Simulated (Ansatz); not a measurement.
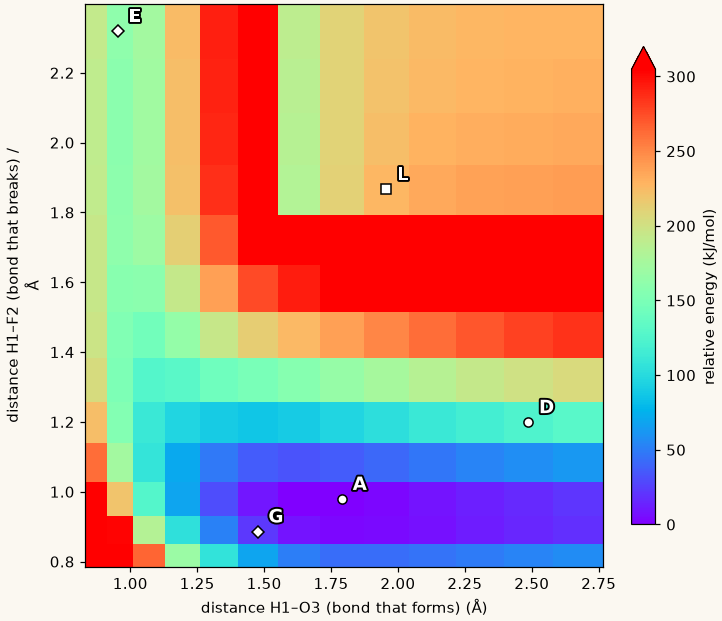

The reacting system FH2O2 (fragments FH + HO₂ where the first distance is long, H₂O₂ + F where the second is long), spin multiplicity 2. Coordinates scanned: (1) distance H1–O3 (bond that forms); (2) distance H1–F2 (bond that breaks). Relaxed at each point: all other coordinates. The scan uses a 13 × 13 grid. Points are written as (first, second). Energies are in kJ/mol, from the lowest grid point. Energies and slopes of some neighbouring points disagree (a jump in structure or state, or too coarse a mesh). In part of the range the unrestricted reference is strongly spin-contaminated. Theory: Ansatz 0.2.0, UKS B3LYP-D4/def2-SVP.

In the figure: one coloured cell a grid point, one colour for all values above the top of the scale, lettered points.

Q: Is E the lowest point of the computed grid?

A: No. E lies 161 kJ/mol above the lowest grid point, which is at (1.791 Å, 0.979 Å).

Q: Rank the lettered points by energy, lowest first.

A: A (0 kJ/mol), G (22 kJ/mol), D (124 kJ/mol), E (161 kJ/mol), L (227 kJ/mol).
